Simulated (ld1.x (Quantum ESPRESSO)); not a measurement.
## C: pseudopotential generation

Carbon (C, Z = 6), core none, reference valence 1s2 2s2 2p1 (an ion of charge +1), valence charge 6. Level asked for: ultrasoft potential, PBEsol, scalar-relativistic, made with ld1.x (Quantum ESPRESSO) 7.5.

## Input
```
 &input
   title='C', zed=6., rel=1, dft='PBESOL', iswitch=3,
   config='[He] 2s2 2p1',
   nld=2, rlderiv=2.50, eminld=-23.0, emaxld=5.0, deld=0.1
 /
 &inputp
   pseudotype=3, tm=.true., lloc=-1, rcloc=1.50,
   nlcc=.false.,
   which_augfun='PSQ', rmatch_augfun=0.45,
   file_pseudopw='C.UPF', file_wfcaegen='ae.wfc', file_wfcncgen='nc.wfc', file_beta='beta', file_chi='chi', file_wfcusgen='us.wfc'
 /
4
1S  1  0   2.00   0.00  0.40  0.45  0.0
2S  2  0   2.00   0.00  0.40  0.45  0.0
2P  2  1   1.00   0.00  1.80  2.30  0.0
2P  2  1   0.00  -0.40  1.80  2.30  0.0
 &test
   configts(1)='1s2 2s2 2p1'
 /
```

Hardware: 1 CPU thread, shared host.

Command:
```bash
ld1.x < C.in > C.out
```

## Output
```
     Program LD1 v.7.5
     --------------------------- All-electron run ----------------------------

     C
     scalar relativistic calculation

     atomic number is  6.00
     dft =PBESOL   lsd =0 sic =0 latt =0  beta=0.20 tr2=1.0E-14
     Exchange-correlation= PBESOL
                           (   1   4  10   8   0   0   0)
     mesh =1073 r(mesh) = 100.30751 a.u. xmin = -7.00 dx = 0.01250
     1 Ry =  13.60569312 eV, c = 137.03599908

     n l     nl                  e(Ry)          e(Ha)          e(eV)
     1 0     1S 1( 2.00)       -21.0957       -10.5478      -287.0214
     2 0     2S 1( 2.00)        -1.8830        -0.9415       -25.6199
     2 1     2P 1( 1.00)        -1.2426        -0.6213       -16.9067

     final scf error:  6.1E-15 reached in  19 iterations

     Etot =     -74.393944 Ry,     -37.196972 Ha,   -1012.181172 eV

     Ekin =      74.196713 Ry,      37.098357 Ha,    1009.497709 eV
     Encl =    -169.316879 Ry,     -84.658439 Ha,   -2303.673495 eV
     Eh   =      29.887037 Ry,      14.943519 Ha,     406.633857 eV
     Exc  =      -9.160815 Ry,      -4.580408 Ha,    -124.639243 eV

     normalization and overlap integrals

     s(1S/1S) =  1.000000  <r> =   0.2712  <r2> =    0.0996  r(max) =   0.1752
     s(2S/2S) =  1.000000  <r> =   1.4663  <r2> =    2.5605  r(max) =   1.1714
     s(2P/2P) =  1.000000  <r> =   1.5063  <r2> =    2.8430  r(max) =   1.1143

     ------------------------ End of All-electron run ------------------------

     --------------------- Generating US pseudopotential ---------------------

      Generating local potential from pseudized AE potential:
      Matching radius rcloc =   1.5000

      Local pseudo, rcloc= 1.504 Estimated cut-off energy=    10.25 Ry
      Wfc-us  1S rcutus= 0.453  Estimated cut-off energy=   243.26 Ry
      Wfc-us  2S rcutus= 0.453  Estimated cut-off energy=   502.23 Ry
      Wfc-us  2P rcutus= 2.301  Estimated cut-off energy=    15.34 Ry
      Wfc-us  2P rcutus= 2.301  Estimated cut-off energy=    27.43 Ry

 %%%%%%%%%%%%%%%%%%%%%%%%%%%%%%%%%%%%%%%%%%%%%%%%%%%%%%%%%%%%%%%%%%%%%%%%%%%%%%
     Error in routine find_q (1):
     problem finding q
 %%%%%%%%%%%%%%%%%%%%%%%%%%%%%%%%%%%%%%%%%%%%%%%%%%%%%%%%%%%%%%%%%%%%%%%%%%%%%%

     stopping ...
```

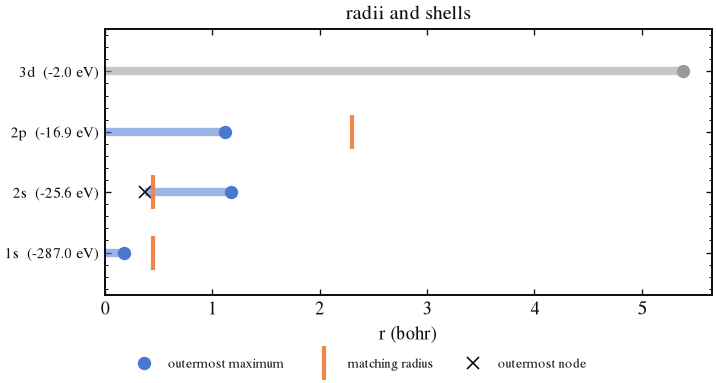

Figure 1. Outer shells of the all-electron reference atom: each bar runs from the outermost node (or the nucleus) to the outermost maximum of u(r); the tick is the radius chosen for the pseudo-wave. Shells without a tick have no pseudo-wave of their own. Levels, nodes and maxima are from ld1.x, scalar-relativistic.

- Radii against the shells: 1s: 0.45 bohr, outside the maximum; 2s: 0.45 bohr, between node and maximum; 2p: 2.30 bohr, outside the maximum.

## Outcome

```tsv
quantity	value
outcome	ended with an error
```

## What went wrong

The generator stopped with the message “find_q: problem finding q”. In words: no Bessel wave vectors were found that match the logarithmic derivative at the chosen radius.
